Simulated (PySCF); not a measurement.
## Electronic structure of C3H11NO2Si3 in real space

Input

```
{"job": {"kind": "nmr", "xc": "PBE0", "basis": "pcSseg-1"}, "charge": 0, "multiplicity": 1}
C      2.946879    -0.098961     0.685284
C      1.882820    -0.624699     0.096754
Si     0.503600     0.381249    -0.714441
C      0.250051    -0.327464    -2.466804
O     -0.821769    -0.726871    -2.847841
N     -1.007116     0.150286     0.068281
Si    -2.476871    -0.306493    -0.807867
Si    -1.122935     0.479055     1.783881
O      0.311922     0.952461     2.368861
H      3.707982    -0.698489     1.162976
H      3.110627     0.966588     0.706047
H      1.775105    -1.704649     0.109403
H      0.915611     1.784906    -0.872944
H      1.111116    -0.367208    -3.164650
H     -2.722292     0.655882    -1.874011
H     -3.525594    -0.117708     0.207904
H     -2.436393    -1.727766    -1.130915
H     -1.939314     1.653302     2.046139
H     -1.571474    -0.753209     2.431132
H      1.102896     0.440467     2.209775
```

Command:

```sh
OMP_NUM_THREADS=1 python probes_run.py task.json out
```

Geometry: GFN2-xTB.

The calculation used PBE0/pcSseg-1, SCF density, gas phase, non-relativistic (PySCF).

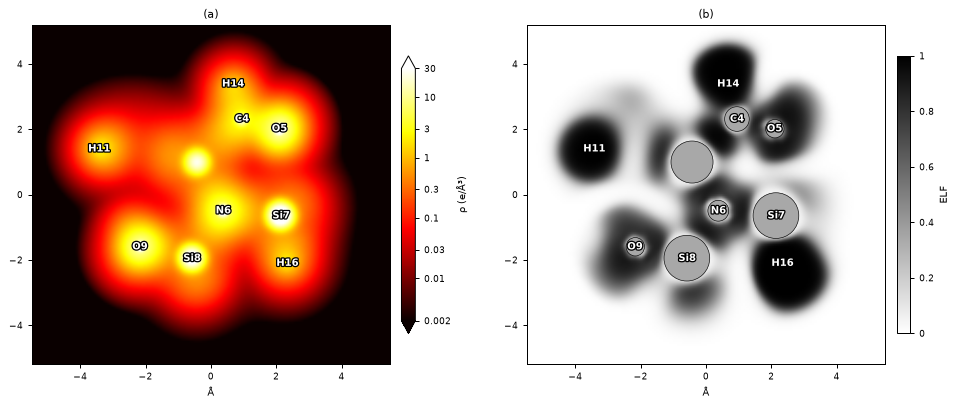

Figure 1. (a) electron density; (b) electron localisation function on the plane of atoms N6, Si7 and H16. Grey discs cover the atomic cores in the ELF map.

What does the map show?

Atoms in the plane: C, O, N, Si and H. C–O (1.21 Å): ρ is about 3.3 e/Å³ halfway; the ELF peaks at about 0.85 between the atoms: a short, multiple covalent bond. Si–O (1.62 Å): ρ is about 1.2 e/Å³ halfway; the ELF peaks at about 0.85 between the atoms: a polar covalent bond. Si–N (1.77 Å): the density is about 0.96 e/Å³ at the midpoint; the ELF peaks at about 0.90 between the atoms; a shared but strongly polarised pair. The ELF also peaks beside O9 and O5, away from the bonds: lone-pair regions.

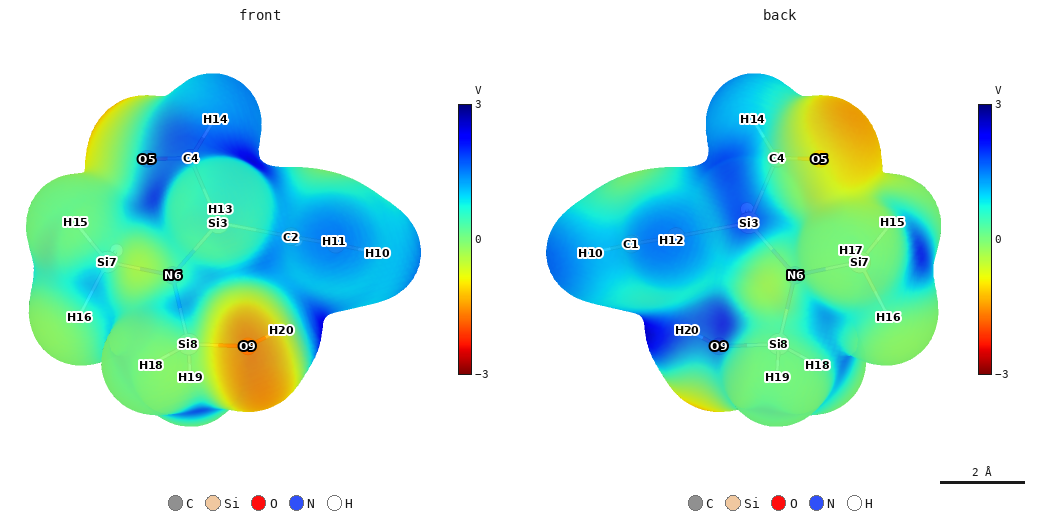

Figure 2. The molecular electrostatic potential painted on the density surface at 0.004 e/bohr³, seen from the front and from behind; the colour scale runs from red (negative) to blue (positive).

Which sites attract a positive test charge, and which a negative one?

A positive charge is drawn to the negative regions and a negative charge to the positive ones. The most negative region (about −1.6 V) lies over O9, the most positive (about +2.3 V) over Si3 and H20. O9 is the likeliest acceptor of a hydrogen bond.
